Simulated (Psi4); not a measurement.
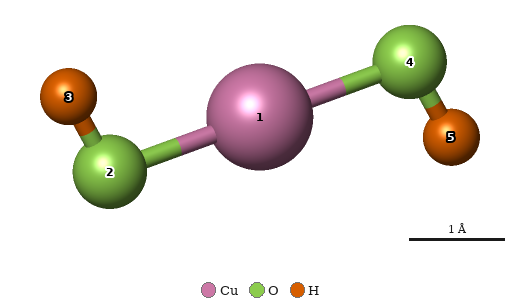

*The structure as given in the input (ball-and-stick view, seen at a tilt; atoms are numbered from 1 in the order of the input). Sticks mark near contacts.*

Bond lengths as drawn: Cu–O 1.76 to 1.77 Å and H–O 0.96 Å.

Property calculation of CuH2O2 (charge −1)

CuH2O2, charge −1, computed with PBEh-3c/def2-mSVP, RKS (Psi4 1.11).

The geometry comes from this level: GFN2-xTB.

**What the program printed**
```
Psi4 1.11 release

   => Loading Basis Set <=

    Name: DEF2-MSVP
    Role: ORBITAL
    Keyword: BASIS

   => PBEH3C: Empirical Dispersion <=

        s6 =       1.000000
        s8 =       0.000000
        a1 =       0.486000
        a2 =       4.500000

         ---------------------------------------------------------
                                   SCF
                              RKS Reference
                        1 Threads,   1525 MiB Core
         ---------------------------------------------------------

  ==> Geometry <==

    Molecular point group: c1
    Full point group: C1

    Geometry (in Angstrom), charge = -1, multiplicity = 1:

       Center              X                  Y                   Z               Mass
    ------------   -----------------  -----------------  -----------------  -----------------
         CU          -0.000284497267     0.000382587439     0.000160577550    62.929597720000
         O           -0.000284497267     0.000382587439     1.764813577550    15.994914619570
         H           -0.000284497267    -0.932980060619     1.995308637832     1.007825032230
         O            0.002017706809    -0.001769147102    -1.765341610191    15.994914619570
         H           -0.009458503534     0.931096628312    -1.996954998637     1.007825032230

  Running in c1 symmetry.

  Rotational constants: A =     10.38751  B =      0.15634  C =      0.15403 [cm^-1]
  Rotational constants: A = 311409.73741  B =   4687.06740  C =   4617.57428 [MHz]
  Nuclear repulsion =  173.747253596409649

  Charge       = -1
  Multiplicity = 1
  Electrons    = 48
  Nalpha       = 24
  Nbeta        = 24

  ==> Algorithm <==

  SCF Algorithm Type is DIRECT.
  DIIS enabled.
  MOM disabled.
  Fractional occupation disabled.
  Guess Type is SAD.
  Energy threshold   = 1.00e-06
  Density threshold  = 1.00e-06
  Integral threshold = 1.00e-12

  ==> Primary Basis <==

  Basis Set: DEF2-MSVP
    Blend: DEF2-MSVP
    Number of shells: 29
    Number of basis functions: 65
    Number of Cartesian functions: 72
    Spherical Harmonics?: true
    Max angular momentum: 3

  ==> DFT Potential <==

   => LibXC <=

    Version 7.1.2

   => Composite Functional: PBEH3C <=

    PBE Hybrid based 3C composite method with a small basis set, gCP and D3(BJ)

    Deriv               =              1
    GGA                 =           TRUE
    Meta                =          FALSE

    Exchange Hybrid     =           TRUE
    MP2 Hybrid          =          FALSE

   => Exchange Functionals <=

    0.5800     XC_GGA_X_PBE

   => Exact (HF) Exchange <=

    0.4200               HF

   => Correlation Functionals <=

    1.0000     XC_GGA_C_PBE

   => LibXC Density Thresholds  <==

    XC_GGA_C_PBE:  1.00E-12
    XC_GGA_X_PBE:  1.00E-15

   => Molecular Quadrature <=

    Radial Scheme          =       TREUTLER
    Pruning Scheme         =           NONE
    Nuclear Scheme         =       TREUTLER

    Blocking Scheme        =         OCTREE
    BS radius alpha        =              1
    Pruning alpha          =              1
    Radial Points          =             75
    Spherical Points       =            302
    Total Points           =         109849
    Total Blocks           =            900
    Max Points             =            256
    Max Functions          =             63
    Weights Tolerance      =       1.00E-15

   => Loading Basis Set <=

    Name: (DEF2-MSVP AUX)
    Role: JKFIT
    Keyword: DF_BASIS_SCF

  Starting with a DF guess...

  ==> Integral Setup <==

  DFHelper Memory: AOs need 0.017 GiB; user supplied 0.973 GiB.
  SCF_SUBTYPE=INCORE selected. In-core MEM_DF algorithm will be used.
  Using in-core AOs.

  ==> MemDFJK: Density-Fitted J/K Matrices <==

    J tasked:                   Yes
    K tasked:                   Yes
    wK tasked:                   No
    Memory [MiB]:               995
    Algorithm:                 Core
    Schwarz Cutoff:           1E-12
    Mask sparsity (%):       2.9349
    Fitting Condition:        1E-10

   => Auxiliary Basis Set <=

  Basis Set: (DEF2-MSVP AUX)
    Blend: DEF2-UNIVERSAL-JKFIT
    Number of shells: 120
    Number of basis functions: 454
    Number of Cartesian functions: 603
    Spherical Harmonics?: true
    Max angular momentum: 6

  Cached 100.0% of DFT collocation blocks in 0.145 [GiB].

  Minimum eigenvalue in the overlap matrix is 3.0483869831E-02.
  Reciprocal condition number of the overlap matrix is 8.4555819687E-03.
    Using symmetric orthogonalization.

  ==> Pre-Iterations <==

  SCF Guess: Superposition of Atomic Densities via on-the-fly atomic UHF (no occupation information).

   -------------------------
    Irrep   Nso     Nmo
   -------------------------
     A         65      65
   -------------------------
    Total      65      65
   -------------------------

  ==> Iterations <==

                           Total Energy        Delta E     RMS |[F,P]|

   @DF-RKS iter SAD: -1787.77659826625927   -1.78778e+03   0.00000e+00
   @DF-RKS iter   1: -1788.73452294906997   -9.57925e-01   3.33421e-02 ADIIS/DIIS
   @DF-RKS iter   2: -1760.94218488112142    2.77923e+01   6.16083e-02 ADIIS/DIIS
   @DF-RKS iter   3: -1790.68085733522184   -2.97387e+01   1.19479e-02 ADIIS/DIIS
   @DF-RKS iter   4: -1790.66598419427805    1.48731e-02   1.37858e-02 ADIIS/DIIS
   @DF-RKS iter   5: -1790.92356961514156   -2.57585e-01   3.58628e-03 ADIIS/DIIS
   @DF-RKS iter   6: -1790.94252942863045   -1.89598e-02   3.76616e-04 ADIIS/DIIS
   @DF-RKS iter   7: -1790.94310635852503   -5.76930e-04   1.59180e-04 ADIIS/DIIS
   @DF-RKS iter   8: -1790.94316193607392   -5.55775e-05   1.54856e-04 ADIIS/DIIS
   @DF-RKS iter   9: -1790.94319159704332   -2.96610e-05   9.26545e-06 DIIS
   @DF-RKS iter  10: -1790.94319173476651   -1.37723e-07   6.84903e-06 DIIS
   @DF-RKS iter  11: -1790.94319180175921   -6.69927e-08   2.28047e-06 DIIS
   @DF-RKS iter  12: -1790.94319180894354   -7.18433e-09   1.03852e-06 DIIS
   @DF-RKS iter  13: -1790.94319181036121   -1.41767e-09   6.49243e-08 DIIS

  DF guess converged.

  ==> DirectJK: Integral-Direct J/K Matrices <==

    J tasked:                  Yes
    K tasked:                  Yes
    wK tasked:                  No
    Integrals threads:           1
    Screening Type:           CSAM
    Screening Cutoff:        1E-12
    Incremental Fock:           No

   @RKS iter  14: -1790.94323138133541   -1.79094e+03   4.73747e-06 DIIS
   @RKS iter  15: -1790.94323138798518   -6.64977e-09   3.40433e-07 DIIS
  Energy and wave function converged.

  ==> Post-Iterations <==

   Electrons on quadrature grid:
      Ntotal   =   48.0000078964 ; deviation = 7.896e-06

    Orbital Energies [Eh]
    ---------------------

    Doubly Occupied:

       1A   -324.172342     2A    -39.134528     3A    -34.241981
       4A    -34.237214     5A    -34.235875     6A    -19.193149
       7A    -19.193058     8A     -4.256068     9A     -2.707203
      10A     -2.695604    11A     -2.692668    12A     -0.784979
      13A     -0.776457    14A     -0.263318    15A     -0.235477
      16A     -0.165398    17A     -0.149475    18A     -0.096384
      19A     -0.092618    20A     -0.092553    21A     -0.088997
      22A     -0.078009    23A     -0.025429    24A     -0.022837

    Virtual:

      25A      0.195887    26A      0.368343    27A      0.398925
      28A      0.406220    29A      0.410257    30A      0.441965
      31A      0.723196    32A      1.140836    33A      1.206933
      34A      1.223169    35A      1.249302    36A      1.332610
      37A      1.355355    38A      1.357087    39A      1.359033
      40A      1.428617    41A      1.462730    42A      1.505286
      43A      1.565299    44A      1.845997    45A      2.064046
      46A      2.084011    47A      2.095084    48A      2.119476
      49A      2.137900    50A      2.180669    51A      2.401137
      52A      2.436410    53A      2.494187    54A      2.804003
      55A      2.860358    56A      2.889709    57A      6.181184
      58A      6.181406    59A      6.186783    60A      6.186796
      61A      6.198506    62A      6.198736    63A      6.297071
      64A     25.659523    65A     25.762779

    Final Occupation by Irrep:
              A
    DOCC [    24 ]
    NA   [    24 ]
    NB   [    24 ]

  @RKS Final Energy: -1790.94323138798518

   => Energetics <=

    Nuclear Repulsion Energy =            173.7472535964096494
    One-Electron Energy =               -2855.6806982265288752
    Two-Electron Energy =                 940.5718272518068943
    DFT Exchange-Correlation Energy =     -49.6000479367328637
    Empirical Dispersion Energy =           0.0184339270597281
    VV10 Nonlocal Energy =                  0.0000000000000000
    Total Energy =                      -1790.9432313879851790

Computation Completed

Properties will be evaluated at   0.000000,   0.000000,   0.000000 [a0]

Properties computed using the SCF density matrix

 Multipole Moments:

 ------------------------------------------------------------------------------------
     Multipole            Electronic (a.u.)      Nuclear  (a.u.)        Total (a.u.)
 ------------------------------------------------------------------------------------

 L = 1.  Multiply by 2.5417464519 to convert [e a0] to [Debye]
 Dipole X            :          0.0006020           -0.0078003           -0.0071983
 Dipole Y            :          0.0044611           -0.0035543            0.0009067
 Dipole Z            :          0.0027786           -0.0022939            0.0004847
 Magnitude           :                                                    0.0072713

 ------------------------------------------------------------------------------------

	total time  =          9 seconds =       0.15 minutes

Properties will be evaluated at   0.000000,   0.000000,   0.000000 [a0]
OEProp: No title given, name of density matrix used for the following properties is 'SCF density'
  Lowdin Charges: (a.u.)
   Center  Symbol    Alpha    Beta     Spin     Total
       1    CU    14.55234 14.55234  0.00000 -0.10468
       2     O     4.34787  4.34787  0.00000 -0.69575
       3     H     0.37588  0.37588  0.00000  0.24824
       4     O     4.34799  4.34799  0.00000 -0.69597
       5     H     0.37592  0.37592  0.00000  0.24816

  Total alpha = 24.00000, Total beta = 24.00000, Total charge = -1.00000
  ==> Computing MBIS Charges <==

  Electron Count from Grid (Expected Number): 48.00001 (48.00000)
  Difference:  0.00001

  MBIS Charges: (a.u.)
   Center  Symbol  Z      Pop.       Charge
      1      CU   29   28.750021    0.249979
      2       O    8    8.999371   -0.999371
      3       H    1    0.625552    0.374448
      4       O    8    8.999476   -0.999476
      5       H    1    0.625592    0.374408

  MBIS Dipoles: [e a0]
   Center  Symbol  Z        X           Y           Z
      1      CU   29    0.001662   -0.000383    0.000069
      2       O    8    0.000126    0.100848    0.021721
      3       H    1    0.000009   -0.010947    0.007105
      4       O    8    0.001427   -0.100944   -0.021696
      5       H    1   -0.000120    0.010937   -0.007122

  MBIS Quadrupoles: [e a0^2]
   Center  Symbol  Z      XX        XY        XZ        YY        YZ        ZZ
      1      CU   29   -9.6625   -0.0013   -0.0010   -9.4697    0.1001   -9.1210
      2       O    8   -5.1395   -0.0000   -0.0001   -4.8740   -0.0282   -4.9552
      3       H    1   -0.3217   -0.0000   -0.0000   -0.3222    0.0032   -0.3237
      4       O    8   -5.1396   -0.0033    0.0002   -4.8741   -0.0284   -4.9553
      5       H    1   -0.3217    0.0000   -0.0000   -0.3222    0.0032   -0.3237

  MBIS Octupoles: [e a0^3]
   Center  Symbol  Z      XXX       XXY       XXZ       XYY       XYZ       XZZ       YYY       YYZ       YZZ       ZZZ
      1      CU   29    0.0092   -0.0009    0.0001    0.0037    0.0015    0.0035   -0.0028   -0.0002   -0.0002    0.0007
      2       O    8    0.0009    0.0702    0.2633    0.0003    0.0001    0.0004    0.5460    0.1259    0.1066    0.3744
      3       H    1    0.0000   -0.0082    0.0096    0.0000    0.0000    0.0000   -0.0151    0.0013   -0.0008    0.0222
      4       O    8    0.0045   -0.0707   -0.2633    0.0055   -0.0016    0.0016   -0.5469   -0.1255   -0.1070   -0.3744
      5       H    1   -0.0002    0.0082   -0.0096    0.0000   -0.0001    0.0000    0.0151   -0.0014    0.0008   -0.0222

  MBIS Radial Moments:
   Center  Symbol  Z      [a0^2]      [a0^3]      [a0^4]
      1      CU   29   28.253101   64.256501   211.247579
      2       O    8   14.968667   30.027834   71.985545
      3       H    1    0.967571    1.711616    3.609582
      4       O    8   14.968986   30.028181   71.985228
      5       H    1    0.967563    1.711549    3.609319

  MBIS Valence Widths: [a0]
   Center  Symbol  Z     Width
      1      CU   29    0.673587
      2       O    8    0.414282
      3       H    1    0.361286
      4       O    8    0.414286
      5       H    1    0.361271

  MBIS Valence Charges: (a.u.)
   Center  Symbol  Z     Charge
      1      CU   29   -2.700702
      2       O    8   -7.363015
      3       H    1   -0.625552
      4       O    8   -7.363125
      5       H    1   -0.625592

  Mayer Bond Indices:

  Irrep: 1 Size: 5 x 5

                 1                   2                   3                   4                   5

    1     0.00000000000000     0.73610670221305    -0.00074365369217     0.73592742014345    -0.00077122834476
    2     0.73610670221305     0.00000000000000     0.84087522840943     0.02216089760047     0.00094239182305
    3    -0.00074365369217     0.84087522840943     0.00000000000000     0.00094818077941     0.00014794620226
    4     0.73592742014345     0.02216089760047     0.00094818077941     0.00000000000000     0.84091627764384
    5    -0.00077122834476     0.00094239182305     0.00014794620226     0.84091627764384     0.00000000000000

  Atomic Valences:

 #  #
 Irrep: 1
      1:    1.470519240319573
      2:    1.600085220046012
      3:    0.841227701698936
      4:    1.599952776167165
      5:    0.841235387324395

  Variable Map:
  ----------------------------------------------------------------------------
  "CURRENT ENERGY"                      =>   -1790.943231387985
  "CURRENT REFERENCE ENERGY"            =>   -1790.943231387985
  "DD SOLVATION ENERGY"                 =>       0.000000000000
  "DFT FUNCTIONAL TOTAL ENERGY"         =>   -1790.961665315045
  "DFT TOTAL ENERGY"                    =>   -1790.943231387985
  "DFT VV10 ENERGY"                     =>       0.000000000000
  "DFT XC ENERGY"                       =>     -49.600047936733
  "DISPERSION CORRECTION ENERGY"        =>       0.018433927060
  "GRID ELECTRONS ALPHA"                =>      24.000003948207
  "GRID ELECTRONS BETA"                 =>      24.000003948207
  "GRID ELECTRONS TOTAL"                =>      48.000007896415
  "NUCLEAR REPULSION ENERGY"            =>     173.747253596410
  "ONE-ELECTRON ENERGY"                 =>   -2855.680698226529
  "PBEH3C DISPERSION CORRECTION ENERGY" =>      -0.000962681840
  "PCM POLARIZATION ENERGY"             =>       0.000000000000
  "PE ENERGY"                           =>       0.000000000000
  "SCF ITERATION ENERGY"                =>   -1790.943231387985
  "SCF ITERATIONS"                      =>      15.000000000000
  "SCF TOTAL ENERGY"                    =>   -1790.943231387985
  "TWO-ELECTRON ENERGY"                 =>     940.571827251807
  "XC GRID RADIAL POINTS"               =>      75.000000000000
  "XC GRID SPHERICAL POINTS"            =>     302.000000000000
  "XC GRID TOTAL POINTS"                =>  109849.000000000000

  Array Variable Map:
  ----------------------------------------------------------------------------
  "CURRENT DIPOLE"                      =>      -0.007198270600 ... 0.000484721949 1 by 3
  "SCF DIPOLE"                          =>      -0.007198270600 ... 0.000484721949 1 by 3
  "SCF TOTAL ENERGIES"                  =>   -1790.943231381335 ... -1790.943231387985 1 by 2

    Psi4 run time: 0:00:19.25
```

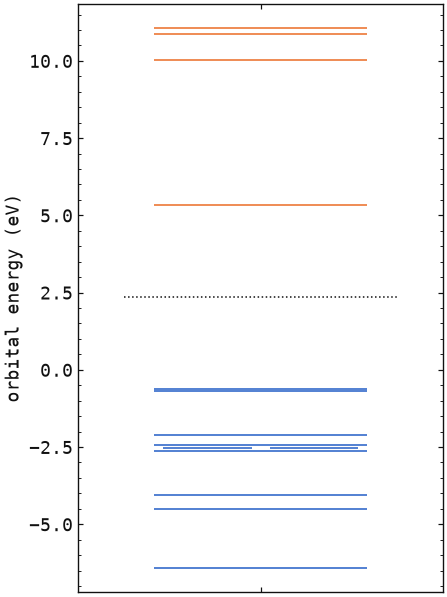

*Orbital energies near the frontier; the dotted line parts filled from empty levels, and levels within 0.02 eV of each other stand side by side.*

Highest filled −0.62 eV, lowest empty 5.33 eV, 5.95 eV apart.

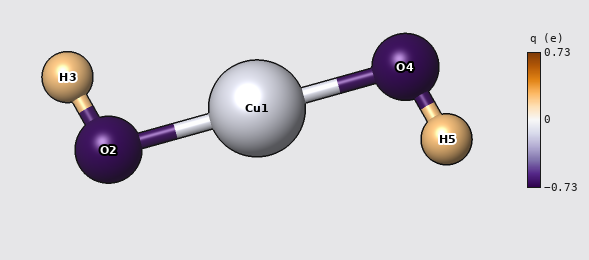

*Löwdin charges, as the colour of each atom (ball-and-stick view, seen on its broad side; atoms are numbered from 1 in the order of the input).*

By element: Cu −0.10, O −0.70 and H +0.25 e.

This output came from the following input.

**Input file (job.inp)**
```
memory 1600 MB

molecule mol {
  -1 1
  Cu
  O 1 R2
  H 2 R3 1 A3
  O 1 R4 3 A4 2 D4
  H 4 R5 1 A5 3 D5

  R2 = 1.764653
  R3 = 0.961402
  A3 = 103.87172
  R4 = 1.765505
  A4 = 154.85911
  D4 = 179.82414
  R5 = 0.961257
  A5 = 103.87177
  D5 = 179.43614
  units angstrom
  symmetry c1
}

set scf_type direct

result, w = energy('pbeh-3c', return_wfn=True)
oeprop(w, 'MBIS_CHARGES', 'LOWDIN_CHARGES', 'MAYER_INDICES')
print_variables()
```

Launch command:
```bash
psi4 -n 1 job.inp job.out
```

**Key numbers**

| quantity | value |
| --- | --- |
| outcome | converged |
| total energy | −1790.943231 hartree |
| dispersion energy | 0.018434 hartree |
| basis functions | 65 |
| HOMO | −0.62 eV |
| LUMO | 5.33 eV |
| hardware | 1 thread of AMD EPYC (Zen 3), 192 GiB of memory available, shared host |
| wall time | 21 s |
| peak memory | 0.38 GiB |
